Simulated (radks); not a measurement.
# Shell filling in a jellium sphere with rs = 2.24 bohr, N = 1 to 5

Which level does each new electron take in a jellium sphere with rs = 2.24 bohr, and at which counts is the cluster hardest to charge further? Each count tries a few candidate levels and keeps the lowest. The background charge grows with the count, so each cluster is neutral; its cation and anion are computed too.

Method: non-relativistic spin-polarised Kohn-Sham, LDA (Slater exchange, Perdew-Wang correlation), spherically averaged shells; computed with radks, version 2.

### Step 1. The system

| Item | Value |
| --- | --- |
| well | a jellium sphere with rs = 2.24 bohr |
| functional | LDA (Slater exchange, Perdew-Wang correlation) |
| levels | named by radial order: 1s, 1p, 1d, 2s, 1f and so on |
| units | hartree and bohr; summary energies in eV |
| configuration carried in | none |

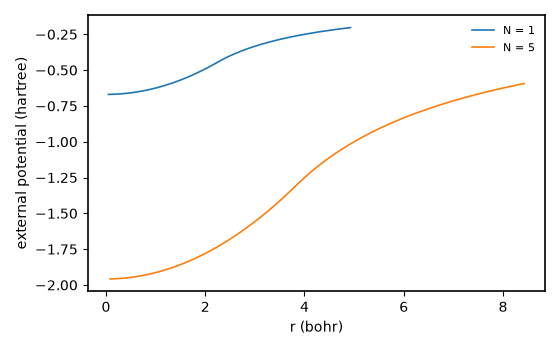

The external potential that the electrons feel, for the smallest and largest background.

Each count now gets its runs.

### Step 2. 1 electrons

Trying: add 1s up. Settings of this run:

```ini
kind = jellium
xc = PW
rs = 2.24  # bohr
electrons = 1
background = 1  # e
configuration = 1s(up 1, down 0)
```

On the command line:

```sh
$ python run_model.py task.json out
```

task.json names the series; the program runs every candidate in turn, and a move starts from the lowest state found so far. In the records, mag is the spin moment and err the last SCF error.

The program writes no log. Results of the run, from its result record (rounded, main fields):

```text
{
  "status": "converged",
  "energy_total [hartree]": -0.00151583679,
  "energy_kinetic [hartree]": 0.1285967,
  "energy_external [hartree]": -0.4058816,
  "energy_hartree [hartree]": 0.1666664,
  "energy_xc [hartree]": -0.1587544,
  "energy_background [hartree]": 0.2678571,
  "orbitals [level, occupation, hartree, mean radius in bohr]": [
    ["1s up", 1, -0.152855, 2.74891]
  ],
  "r2_mean [bohr^2]": 9.452127,
  "mag [bohr magneton]": 1,
  "err": 1.1e-11,
  "spill_out [electrons]": 0.5917196
}
```

The series goes on from 1s(up 1, down 0).

### Step 3. Electron number 2

Trying: add 1s down. Settings of this run:

```ini
kind = jellium
xc = PW
rs = 2.24  # bohr
electrons = 2
background = 2  # e
configuration = 1s2
```

The program writes no log. Results of the run, from its result record (rounded, main fields):

```text
{
  "status": "converged",
  "energy_total [hartree]": -0.0664133362,
  "energy_kinetic [hartree]": 0.2519111,
  "energy_external [hartree]": -1.478727,
  "energy_hartree [hartree]": 0.6606568,
  "energy_xc [hartree]": -0.3506475,
  "energy_background [hartree]": 0.8503934,
  "orbitals [level, occupation, hartree, mean radius in bohr]": [
    ["1s up", 1, -0.180844, 2.75712],
    ["1s down", 1, -0.180844, 2.75712]
  ],
  "r2_mean [bohr^2]": 9.314605,
  "mag [bohr magneton]": 0,
  "err": 2.3e-10,
  "spill_out [electrons]": 0.8414164,
  "alpha [bohr^3]": 53.69675
}
```

Trying: add 1p up. Changed: configuration = 1s(up 1, down 0) 1p(up 1, down 0).

Result:

```text
{
  "status": "converged",
  "energy_total [hartree]": 0.0678682593,
  "energy_kinetic [hartree]": 0.3100198,
  "energy_external [hartree]": -1.308264,
  "energy_hartree [hartree]": 0.5389905,
  "energy_xc [hartree]": -0.3232714,
  "energy_background [hartree]": 0.8503934,
  "orbitals [level, occupation, hartree, mean radius in bohr]": [
    ["1s up", 1, -0.267144, 2.50331],
    ["1p up", 1, -0.0785537, 4.35898]
  ],
  "r2_mean [bohr^2]": 15.10398,
  "mag [bohr magneton]": 2,
  "err": 8.8e-11,
  "spill_out [electrons]": 1.130892
}
```

The cation, at the same background. Changed: electrons = 1, configuration = 1s(up 0, down 1).

Result:

```text
{
  "status": "converged",
  "energy_total [hartree]": 0.229071498,
  "energy_kinetic [hartree]": 0.1826822,
  "energy_external [hartree]": -0.8148469,
  "energy_hartree [hartree]": 0.1986476,
  "energy_xc [hartree]": -0.1878048,
  "energy_background [hartree]": 0.8503934,
  "orbitals [level, occupation, hartree, mean radius in bohr]": [
    ["1s down", 1, -0.482132, 2.28061]
  ],
  "r2_mean [bohr^2]": 6.265397,
  "mag [bohr magneton]": -1,
  "err": 9.4e-10,
  "spill_out [electrons]": 0.2674357
}
```

The anion, at the same background (1s2 1p(up 1, down 0)): an occupied level came out unbound, so its energy isn't used.

| candidate | configuration | above the lowest (eV) |
| --- | --- | --- |
| add 1s down | 1s2 | lowest |
| add 1p up | 1s(up 1, down 0) 1p(up 1, down 0) | 3.65 |

The series goes on from 1s2.

From the same record, its empty bound levels (hartree) and its density (bohr, e/bohr³):

```text
empty: [["1p up", -0.028666], ["2s up", -0.0023245], ["1p down", -0.028666], ["2s down", -0.0023245]]
r: [0.1221, 0.4288, 0.7356, 1.042, 1.349, 1.656, 1.963, 2.269, 2.576, 2.883, 3.19, 3.496, 3.803, 4.11, 4.417, 4.724, 5.03, 5.337, 5.644, 5.951]
n: [0.02863, 0.02773, 0.02592, 0.02336, 0.02026, 0.0169, 0.01356, 0.01047, 0.007793, 0.005615, 0.003949, 0.002732, 0.001864, 0.00126, 0.0008449, 0.0005634, 0.0003745, 0.0002476, 0.0001633, 0.0001074]
```

### Step 4. Electron number 3

Trying: add 1p up. Settings of this run:

```ini
kind = jellium
xc = PW
rs = 2.24  # bohr
electrons = 3
background = 3  # e
configuration = 1s2 1p(up 1, down 0)
```

The program writes no log. Results of the run, from its result record (rounded, main fields):

```text
{
  "status": "converged",
  "energy_total [hartree]": -0.034226257,
  "energy_kinetic [hartree]": 0.4239908,
  "energy_external [hartree]": -2.887456,
  "energy_hartree [hartree]": 1.282262,
  "energy_xc [hartree]": -0.5245185,
  "energy_background [hartree]": 1.671496,
  "orbitals [level, occupation, hartree, mean radius in bohr]": [
    ["1s up", 1, -0.255405, 2.70547],
    ["1p up", 1, -0.0884728, 4.26376],
    ["1s down", 1, -0.238236, 2.68106]
  ],
  "r2_mean [bohr^2]": 12.92484,
  "mag [bohr magneton]": 1,
  "err": 1.3e-09,
  "spill_out [electrons]": 1.272082
}
```

Trying: add 2s up. Changed: configuration = 1s2 2s(up 1, down 0).

Result:

```text
{
  "status": "converged",
  "energy_total [hartree]": 0.0320404638,
  "energy_kinetic [hartree]": 0.368187,
  "energy_external [hartree]": -2.634819,
  "energy_hartree [hartree]": 1.087496,
  "energy_xc [hartree]": -0.4603201,
  "energy_background [hartree]": 1.671496,
  "orbitals [level, occupation, hartree, mean radius in bohr]": [
    ["1s up", 1, -0.317191, 2.57459],
    ["2s up", 1, -0.0628195, 7.34765],
    ["1s down", 1, -0.311246, 2.57954]
  ],
  "r2_mean [bohr^2]": 26.02287,
  "mag [bohr magneton]": 1,
  "err": 9.1e-11,
  "spill_out [electrons]": 1.425099
}
```

The cation, at the same background. Changed: electrons = 2, configuration = 1s2.

Result:

```text
{
  "status": "converged",
  "energy_total [hartree]": 0.139435003,
  "energy_kinetic [hartree]": 0.3046531,
  "energy_external [hartree]": -2.178128,
  "energy_hartree [hartree]": 0.7225047,
  "energy_xc [hartree]": -0.3810911,
  "energy_background [hartree]": 1.671496,
  "orbitals [level, occupation, hartree, mean radius in bohr]": [
    ["1s up", 1, -0.462203, 2.50128],
    ["1s down", 1, -0.462203, 2.50128]
  ],
  "r2_mean [bohr^2]": 7.452751,
  "mag [bohr magneton]": 0,
  "err": 3.7e-11,
  "spill_out [electrons]": 0.4606622
}
```

The anion, at the same background (1s2 1p(up 2, down 0)): an occupied level came out unbound, so its energy isn't used.

| candidate | configuration | above the lowest (eV) |
| --- | --- | --- |
| add 1p up | 1s2 1p(up 1, down 0) | lowest |
| add 2s up | 1s2 2s(up 1, down 0) | 1.80 |

Kept: 1s2 1p(up 1, down 0).

### Step 5. N = 4

Trying: add 1p up. Settings of this run:

```ini
kind = jellium
xc = PW
rs = 2.24  # bohr
electrons = 4
background = 4  # e
configuration = 1s2 1p(up 2, down 0)
```

The program writes no log. Results of the run, from its result record (rounded, main fields):

```text
{
  "status": "converged",
  "energy_total [hartree]": -0.0395843059,
  "energy_kinetic [hartree]": 0.6182286,
  "energy_external [hartree]": -4.780775,
  "energy_hartree [hartree]": 2.162938,
  "energy_xc [hartree]": -0.7398058,
  "energy_background [hartree]": 2.699831,
  "orbitals [level, occupation, hartree, mean radius in bohr]": [
    ["1s up", 1, -0.291879, 2.7474],
    ["1p up", 2, -0.125961, 3.97173],
    ["1s down", 1, -0.258056, 2.72749]
  ],
  "r2_mean [bohr^2]": 13.52655,
  "mag [bohr magneton]": 2,
  "err": 1.1e-09,
  "spill_out [electrons]": 1.563747
}
```

Trying: add 1p down. Changed: configuration = 1s2 1p(up 1, down 1).

Result:

```text
{
  "status": "converged",
  "energy_total [hartree]": -0.0229424383,
  "energy_kinetic [hartree]": 0.6089698,
  "energy_external [hartree]": -4.761039,
  "energy_hartree [hartree]": 2.147001,
  "energy_xc [hartree]": -0.7177048,
  "energy_background [hartree]": 2.699831,
  "orbitals [level, occupation, hartree, mean radius in bohr]": [
    ["1s up", 1, -0.281241, 2.73414],
    ["1p up", 1, -0.114678, 4.03612],
    ["1s down", 1, -0.281241, 2.73414],
    ["1p down", 1, -0.114678, 4.03612]
  ],
  "r2_mean [bohr^2]": 13.85707,
  "mag [bohr magneton]": 0,
  "err": 9.8e-11,
  "spill_out [electrons]": 1.584891
}
```

Trying: add 2s up. Changed: configuration = 1s2 1p(up 1, down 0) 2s(up 1, down 0).

Result:

```text
{
  "status": "converged",
  "energy_total [hartree]": 0.0582480235,
  "energy_kinetic [hartree]": 0.5734232,
  "energy_external [hartree]": -4.478651,
  "energy_hartree [hartree]": 1.926071,
  "energy_xc [hartree]": -0.6624262,
  "energy_background [hartree]": 2.699831,
  "orbitals [level, occupation, hartree, mean radius in bohr]": [
    ["1s up", 1, -0.350931, 2.64908],
    ["1p up", 1, -0.172464, 3.82689],
    ["2s up", 1, -0.0692725, 6.70386],
    ["1s down", 1, -0.324203, 2.65112]
  ],
  "r2_mean [bohr^2]": 21.50485,
  "mag [bohr magneton]": 2,
  "err": 1.8e-10,
  "spill_out [electrons]": 1.803316
}
```

Trying: move 1p up to 1p down: the same state as a run above.

The cation, at the same background. Changed: electrons = 3, configuration = 1s2 1p(up 1, down 0).

Result:

```text
{
  "status": "converged",
  "energy_total [hartree]": 0.178582158,
  "energy_kinetic [hartree]": 0.5080516,
  "energy_external [hartree]": -3.855144,
  "energy_hartree [hartree]": 1.394608,
  "energy_xc [hartree]": -0.5687647,
  "energy_background [hartree]": 2.699831,
  "orbitals [level, occupation, hartree, mean radius in bohr]": [
    ["1s up", 1, -0.503096, 2.59318],
    ["1p up", 1, -0.314691, 3.57299],
    ["1s down", 1, -0.481104, 2.57766]
  ],
  "r2_mean [bohr^2]": 10.07748,
  "mag [bohr magneton]": 1,
  "err": 1.2e-10,
  "spill_out [electrons]": 0.8180153
}
```

The anion, at the same background (1s2 1p(up 3, down 0)): an occupied level came out unbound, so its energy isn't used.

| candidate | configuration | above the lowest (eV) |
| --- | --- | --- |
| add 1p up | 1s2 1p(up 2, down 0) | lowest |
| add 1p down | 1s2 1p(up 1, down 1) | 0.453 |
| add 2s up | 1s2 1p(up 1, down 0) 2s(up 1, down 0) | 2.66 |
| move 1p up to 1p down | 1s2 1p(up 1, down 1) | 0.453 |

The series goes on from 1s2 1p(up 2, down 0).

From the same record, its empty bound levels (hartree) and its density (bohr, e/bohr³):

```text
empty: [["2s up", -0.031455], ["1p down", -0.092273], ["2s down", -0.020601]]
r: [0.1471, 0.5168, 0.8865, 1.256, 1.626, 1.995, 2.365, 2.735, 3.104, 3.474, 3.844, 4.213, 4.583, 4.953, 5.323, 5.692, 6.062, 6.432, 6.801, 7.171]
n: [0.02504, 0.02471, 0.02395, 0.02269, 0.02085, 0.01844, 0.01559, 0.01253, 0.009565, 0.006948, 0.004854, 0.003307, 0.002213, 0.001464, 0.0009611, 0.0006283, 0.0004086, 0.0002651, 0.0001718, 0.0001111]
```

### Step 6. Electron number 5

Trying: add 1p up. Settings of this run:

```ini
kind = jellium
xc = PW
rs = 2.24  # bohr
electrons = 5
background = 5  # e
configuration = 1s2 1p(up 3, down 0)
```

The program writes no log. Results of the run, from its result record (rounded, main fields):

```text
{
  "status": "converged",
  "energy_total [hartree]": -0.0814939863,
  "energy_kinetic [hartree]": 0.8054407,
  "energy_external [hartree]": -7.090027,
  "energy_hartree [hartree]": 3.261114,
  "energy_xc [hartree]": -0.974117,
  "energy_background [hartree]": 3.916095,
  "orbitals [level, occupation, hartree, mean radius in bohr]": [
    ["1s up", 1, -0.312116, 2.8201],
    ["1p up", 3, -0.152722, 3.89122],
    ["1s down", 1, -0.264766, 2.80961]
  ],
  "r2_mean [bohr^2]": 14.06469,
  "mag [bohr magneton]": 3,
  "err": 7.3e-10,
  "spill_out [electrons]": 1.767247
}
```

Trying: add 1p down. Changed: configuration = 1s2 1p(up 2, down 1).

Result:

```text
{
  "status": "converged",
  "energy_total [hartree]": -0.0511742691,
  "energy_kinetic [hartree]": 0.7918698,
  "energy_external [hartree]": -7.058634,
  "energy_hartree [hartree]": 3.235371,
  "energy_xc [hartree]": -0.9358761,
  "energy_background [hartree]": 3.916095,
  "orbitals [level, occupation, hartree, mean radius in bohr]": [
    ["1s up", 1, -0.305053, 2.80884],
    ["1p up", 2, -0.144901, 3.92443],
    ["1s down", 1, -0.289492, 2.80764],
    ["1p down", 1, -0.129986, 3.99571]
  ],
  "r2_mean [bohr^2]": 14.39499,
  "mag [bohr magneton]": 1,
  "err": 7.9e-10,
  "spill_out [electrons]": 1.802322
}
```

Trying: add 2s up. Changed: configuration = 1s2 1p(up 2, down 0) 2s(up 1, down 0).

Result:

```text
{
  "status": "converged",
  "energy_total [hartree]": 0.0366335156,
  "energy_kinetic [hartree]": 0.7754487,
  "energy_external [hartree]": -6.760711,
  "energy_hartree [hartree]": 2.996601,
  "energy_xc [hartree]": -0.8908002,
  "energy_background [hartree]": 3.916095,
  "orbitals [level, occupation, hartree, mean radius in bohr]": [
    ["1s up", 1, -0.365575, 2.74068],
    ["1p up", 2, -0.196809, 3.77896],
    ["2s up", 1, -0.073558, 6.35776],
    ["1s down", 1, -0.322474, 2.75208]
  ],
  "r2_mean [bohr^2]": 19.59638,
  "mag [bohr magneton]": 3,
  "err": 9.5e-10,
  "spill_out [electrons]": 2.055498
}
```

The cation, at the same background. Changed: electrons = 4, configuration = 1s2 1p(up 2, down 0).

Result:

```text
{
  "status": "converged",
  "energy_total [hartree]": 0.16507867,
  "energy_kinetic [hartree]": 0.7074719,
  "energy_external [hartree]": -5.970383,
  "energy_hartree [hartree]": 2.298867,
  "energy_xc [hartree]": -0.7869723,
  "energy_background [hartree]": 3.916095,
  "orbitals [level, occupation, hartree, mean radius in bohr]": [
    ["1s up", 1, -0.521118, 2.68701],
    ["1p up", 2, -0.344278, 3.58724],
    ["1s down", 1, -0.482502, 2.67226]
  ],
  "r2_mean [bohr^2]": 11.43465,
  "mag [bohr magneton]": 2,
  "err": 4.4e-10,
  "spill_out [electrons]": 1.061234
}
```

The anion, at the same background. Changed: electrons = 6, configuration = 1s2 1p(up 3, down 1).

Result:

```text
{
  "status": "not_converged",
  "warnings": ["an occupied level is not bound"],
  "energy_total [hartree]": -0.115355175,
  "energy_kinetic [hartree]": 0.82571,
  "energy_external [hartree]": -7.944234,
  "energy_hartree [hartree]": 4.164793,
  "energy_xc [hartree]": -1.077719,
  "energy_background [hartree]": 3.916095,
  "orbitals [level, occupation, hartree, mean radius in bohr]": [
    ["1s up", 1, -0.139237, 2.89853],
    ["1p up", 3, 0.00879125, "-"],
    ["1s down", 1, -0.112484, 2.90128],
    ["1p down", 1, 0.0323636, "-"]
  ],
  "r2_mean [bohr^2]": 19.61369,
  "mag [bohr magneton]": 2,
  "err": 1.5e-09,
  "spill_out [electrons]": 2.699495
}
```

This run's numbers aren't usable.

| candidate | configuration | above the lowest (eV) |
| --- | --- | --- |
| add 1p up | 1s2 1p(up 3, down 0) | lowest |
| add 1p down | 1s2 1p(up 2, down 1) | 0.825 |
| add 2s up | 1s2 1p(up 2, down 0) 2s(up 1, down 0) | 3.21 |

The series goes on from 1s2 1p(up 3, down 0).

### Step 7. Collected

| N | configuration | unpaired | E/N (eV) | ionisation (eV) | affinity (eV) | second difference (eV) | spill-out (e) |
| --- | --- | --- | --- | --- | --- | --- | --- |
| 1 | 1s(up 1, down 0) | 1 | -0.041 | - | - | - | 0.59 |
| 2 | 1s2 | 0 | -0.904 | 8.04 | - | 2.642 | 0.84 |
| 3 | 1s2 1p(up 1, down 0) | 1 | -0.310 | 4.73 | - | -1.022 | 1.27 |
| 4 | 1s2 1p(up 2, down 0) | 2 | -0.269 | 5.94 | - | -0.995 | 1.56 |
| 5 | 1s2 1p(up 3, down 0) | 3 | -0.444 | 6.71 | - | - | 1.77 |

The second difference is E(N+1) + E(N-1) - 2E(N) of neutral clusters.

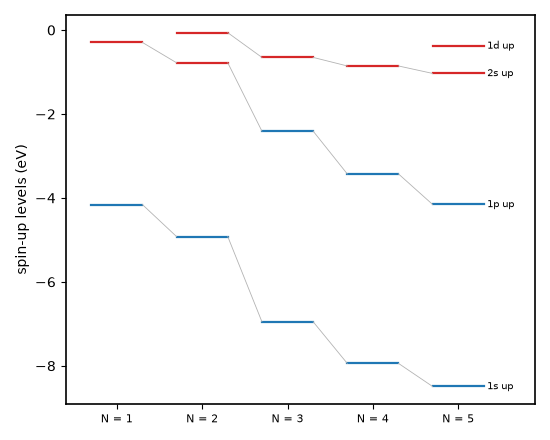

Spin-up levels of the kept configurations; wholly or partly filled blue, empty red.

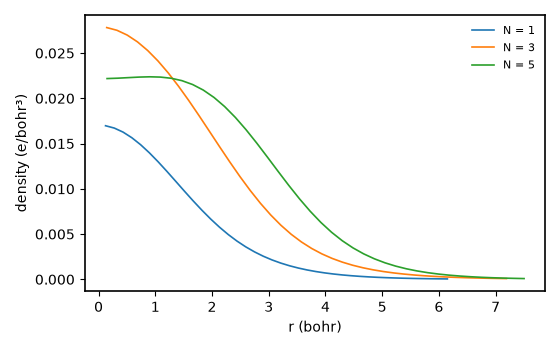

Electron densities along the radius.

### Step 8. What came out

| quantity | value |
| --- | --- |
| closed shells at N | 2 |
| largest second difference | 2.64 eV at N = 2 (of N = 2 to 4) |
| most unpaired electrons | 3 at N = 5 |
| ionisation energies | 4.73 to 8.04 eV |
| polarisability at N = 2 | 53.70 bohr³ |
| configuration at N = 5 | 1s2 1p(up 3, down 0) |

All occupied shells are full at N = 2, and the second difference peaks there. The largest moment in range is 3, first at N = 5: exchange favours parallel spins in open shells. The polarisability at N = 2 is 2.39 times the classical R³, since electrons spill past the background. The anion gave no bound, converged state at N = 2, 3, 4 and 5; semilocal functionals bind extra electrons too weakly, through self-interaction. The ions keep the filling of the neutral cluster, less or plus one electron, without a search of their own. Spherical averaging forbids deformation, and the greedy search can miss a lower configuration.
